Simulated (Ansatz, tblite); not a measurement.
# GaCl2(NH2) (Cl2GaH2N): a ladder of methods and basis sets

How do method and basis change the picture of GaCl2(NH2) (Cl2GaH2N) (singlet)?

Program: Ansatz 0.2.0, Gaussian basis. Level of theory: as each input shows. These are calculated values, not measurements.

The runs, in order: GFN1-xTB, GFN2-xTB, PBE-D4/def2-TZVP, r2SCAN-D4/def2-TZVP, r2SCANh-D4/def2-TZVP, ωB97M-V/def2-TZVP, CAM-B3LYP-D4/def2-TZVP, LDA/def2-TZVP, B97M-V/def2-TZVP, ωB97X-V/def2-TZVP, PBE-QIDH/def2-TZVP, PBE+5HF/def2-TZVP, PBE+10HF/def2-TZVP, PBE+15HF/def2-TZVP, PBE+35HF/def2-TZVP, PBE+50HF/def2-TZVP, PBE-D4/def2-SVP, PBE0-D4/def2-SVP, HF/STO-3G, CCSD(T)/def2-TZVPP, MP2/def2-TZVP, RPA/def2-TZVP.

## (1) The geometry

The geometry is that of the singlet, from an earlier relaxation (PBE0-D4/def2-SVP).

6 atoms, charge 0, spin multiplicity 1.

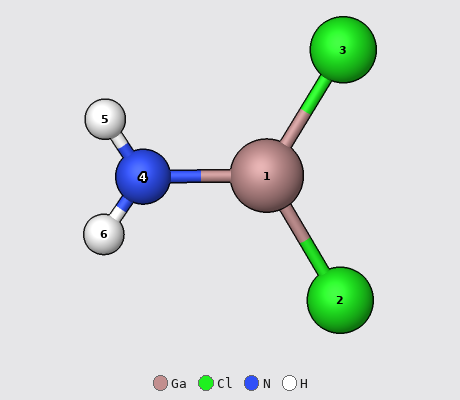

The geometry (gallium pink, chlorine green, nitrogen blue, hydrogen white); atoms are numbered from 1 in the order of the file.

PBE0-D4/def2-TZVP was run before; its log isn't repeated, and its numbers join the tables.

## (2) GFN1-xTB

Tight binding, by tblite at 300 K electronic temperature and without a spin-polarisation term:

```python
tblite.interface.Calculator('GFN1-xTB', numbers, positions, charge=0, uhf=0).singlepoint()
```

Energy -387.4222 eV, HOMO -11.14 eV, LUMO -6.15 eV; 0.005 s.

## (3) GFN2-xTB

Tight binding, by tblite at 300 K electronic temperature and without a spin-polarisation term:

```python
tblite.interface.Calculator('GFN2-xTB', numbers, positions, charge=0, uhf=0).singlepoint()
```

Energy -391.0290 eV, HOMO -11.43 eV, LUMO -7.82 eV; 0.004 s.

## (4) PBE-D4/def2-TZVP

start.molden holds the orbitals of an earlier run on this state, given as this run's starting guess.

The input, in.yaml:

```yaml
crystal:
  periodic: [false, false, false]
  atoms:
    - {symbol: Ga, position_ang: [0.362086, 0.619791, 0.011275]}
    - {symbol: Cl, position_ang: [2.468975, 0.637979, 0.345385]}
    - {symbol: Cl, position_ang: [-0.651656, 2.472740, -0.288468]}
    - {symbol: N, position_ang: [-0.540742, -0.923076, -0.009441]}
    - {symbol: H, position_ang: [-1.537007, -0.981769, -0.174685]}
    - {symbol: H, position_ang: [-0.101656, -1.825656, 0.115934]}
basis:
  gaussian: {orbitals: def2-TZVP, initial_orbitals: start.molden}
hamiltonian: {xc: pbe, dispersion: d4}
scf: {omitted_lower_state_checks: [starts]}
output: {forces: true, orbitals: {seedname: orbitals}}
```

On the command line:

```sh
$ ansatz run in.yaml --threads 4 --pin off --events-out ev --progress --plain --max-ram 3916MiB
```

Further steps of the session: r2SCAN-D4/def2-TZVP; r2SCANh-D4/def2-TZVP; ωB97M-V/def2-TZVP; CAM-B3LYP-D4/def2-TZVP; LDA/def2-TZVP; B97M-V/def2-TZVP; ωB97X-V/def2-TZVP; PBE-QIDH/def2-TZVP; PBE+5HF/def2-TZVP; PBE+10HF/def2-TZVP; PBE+15HF/def2-TZVP; PBE+35HF/def2-TZVP; PBE+50HF/def2-TZVP; PBE-D4/def2-SVP; PBE0-D4/def2-SVP; HF/STO-3G; CCSD(T)/def2-TZVPP; MP2/def2-TZVP; RPA/def2-TZVP.

Q: Predict the results of all the runs planned. Wanted: gap in def2-TZVP, named functionals, smallest and largest; gap over the share of exact exchange; correlation energy, CCSD(T)/def2-TZVPP; correlation energy, MP2/def2-TZVP; binding an atom, CCSD(T)/def2-TZVPP; PBE0 total energy, smallest basis above largest.

As calculated:

| quantity | value |
| --- | --- |
| gap in def2-TZVP, named functionals, smallest and largest | 4.56 eV (LDA), 11.61 eV (ωB97X-V) |
| gap over the share of exact exchange | 4.64 eV at 0, 9.41 eV at 0.5 |
| correlation energy, CCSD(T)/def2-TZVPP | -23.76 eV |
| correlation energy, MP2/def2-TZVP | -21.62 eV |
| binding an atom, CCSD(T)/def2-TZVPP | 3.089 eV |
| PBE0 total energy, smallest basis above largest | 17.17 eV (def2-SVP, def2-TZVP) |

What this shows: Orbital gaps of the named functionals in def2-TZVP span 4.56 eV (LDA) to 11.61 eV (ωB97X-V); exact exchange widens it. Raising the share of exact exchange from 0 to 0.5 moves the HOMO by -2.88 eV and the LUMO by +1.90 eV. The functionals in def2-TZVP miss CCSD(T)/def2-TZVPP by +0.049 (CAM-B3LYP-D4) to +0.555 eV (LDA) an atom. The reference is CCSD(T) in one finite basis, so it carries an error of its own, often a tenth of an eV or more, and near misses can't be ranked.
